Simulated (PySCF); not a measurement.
## A study: C$_{4}$H$_{5}$Br, SMILES `CC1(Br)C=C1`

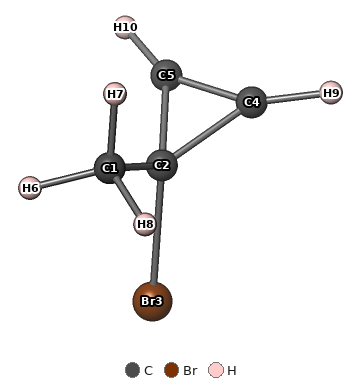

The molecule, with its atoms numbered as below. No frequency check shows the geometry to be a minimum.

Cartesian coordinates (Å):

```
C1       1.1859    1.6188    0.0001
C2       0.8484    0.1535    0.0001
Br3     -1.1381   -0.0899   -0.0000
C4       1.6587   -0.8988    0.6541
C5       1.6587   -0.8988   -0.6541
H6       0.7727    2.1052   -0.8824
H7       2.2674    1.7462   -0.0005
H8       0.7726    2.1051    0.8826
H9       1.9562   -1.3298    1.5781
H10      1.9562   -1.3297   -1.5781
```

Part 1: Removing or adding an electron

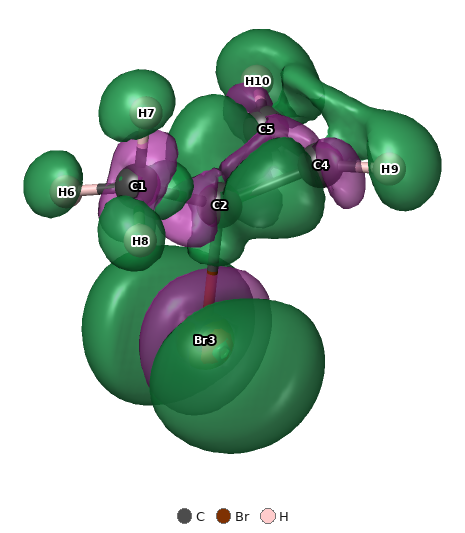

Fukui function f⁻ = ρ(N) − ρ(N−1) at fixed geometry, surfaces at ±0.015 e/Å³ (green positive, purple negative).

PySCF calculation, PBE0/def2-SVPD, gas phase; geometry: GFN2-xTB.

**Which atoms respond most to the removal of an electron?**

f⁻ (Hirshfeld-condensed) is largest on Br3 (0.55); the vertical ionisation energy is 9.66 eV (the stability of the cation's solution wasn't checked). Condensed values hint at sites of electrophilic attack but needn't mark the atom that reacts. Orbital relaxation makes it negative in places (0.18 e in all).

```tsv
atom	f⁻	charge
C1	+0.03	−0.12
C2	+0.05	+0.03
Br3	+0.55	−0.15
C4	+0.08	−0.03
C5	+0.08	−0.03
H6	+0.03	+0.04
H7	+0.04	+0.04
H8	+0.03	+0.04
H9	+0.06	+0.09
H10	+0.06	+0.09
```

Part 2: Localised orbitals

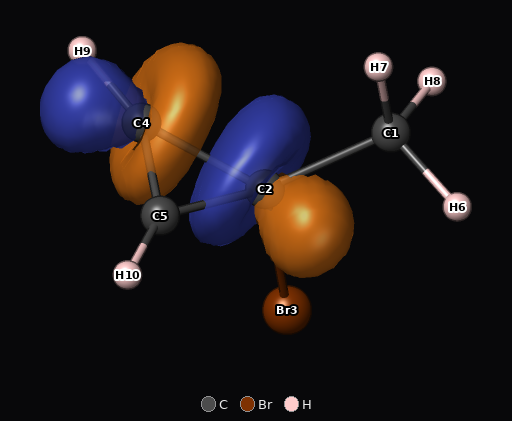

Intrinsic bond orbitals (IBO), occupied and valence-virtual; each surface holds about 80 % of the orbital's density. Energies are diagonal elements of the Fock matrix.

Computed with PySCF, HF/cc-pVDZ, geometry: GFN2-xTB.

**What does this orbital represent?**

σ* orbital C4–C2 (C4 50 %, C2 49 %; 15.7 eV).

Part 3: Magnetic shielding

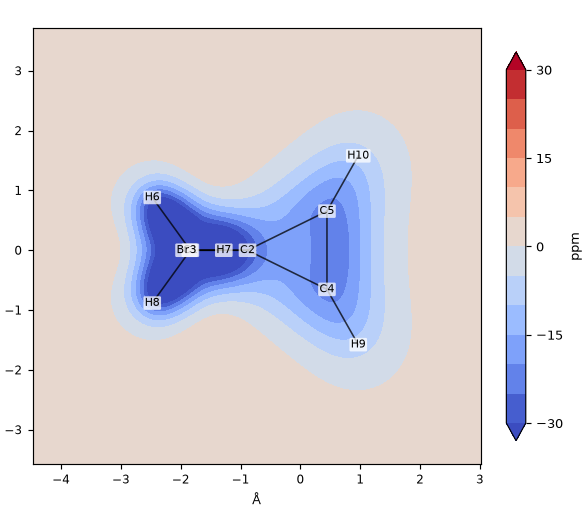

NICSzz (the component normal to the ring) 1.0 Å above the plane of the 3-membered ring C2/C4/C5; GIAO shieldings; atoms are projected onto the map; negative values mean shielding.

Method: B3LYP/def2-SVP; geometry: GFN2-xTB; program: PySCF.

**Is the ring aromatic by this magnetic criterion?**

It is shielded above its centre; in a three-membered ring σ bonds weigh heavily, so the values alone don't measure π aromaticity: NICS(0) = −27.4, NICS(1) = −8.0 and −4.7, NICS(1)zz = −17.5 and −12.2 (two faces) ppm.

**What absolute proton shieldings does the same calculation give?**

From 24.1 ppm (H9 and H10) to 31.2 ppm (H7).
